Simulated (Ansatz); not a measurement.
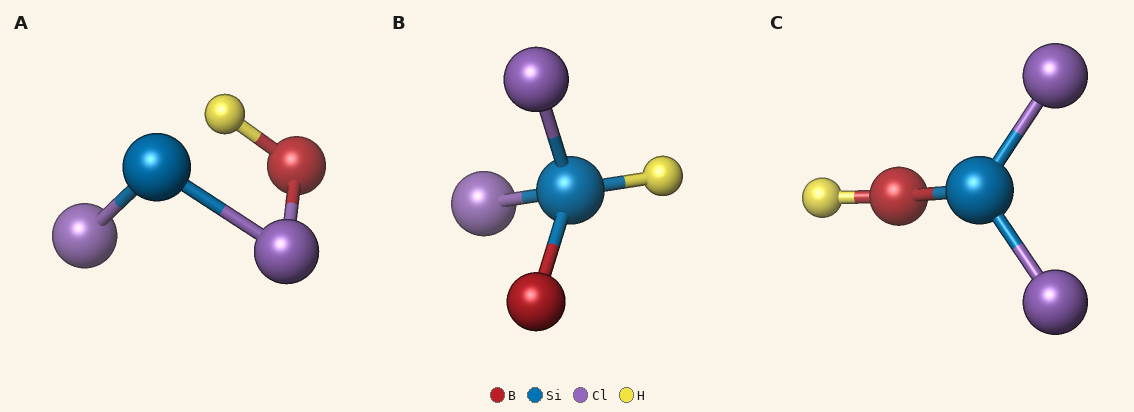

3 stationary structures of one formula. Geometries: PBE0-D4/def2-TZVP. Electronic energies: B3LYP-D4/def2-TZVPP (Ansatz 0.2.0), without zero-point energy. No frequency run is at hand to confirm each as a minimum.

### Rank them by energy, lowest first.

C is lowest (Cs); B lies 23.2 kcal/mol above it (Cs), A lies 24.9 kcal/mol above it (C1).
